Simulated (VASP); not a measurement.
Band structure of Cd (hcp). Level of theory: MS2 meta-GGA, VASP's PBE PAW potentials (set 64) (plane waves; VASP).

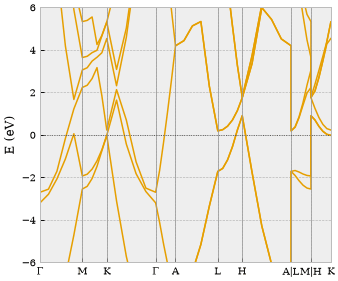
Figure. Bands along high-symmetry lines, zero at the valence-band maximum or, without a gap, the Fermi level

Problem. Read the plot: is there a gap, and where are the band edges?

Solution. It has no gap at this level: it comes out as a metal or semimetal.

The compound is Cd in the hcp structure. It was relaxed first.
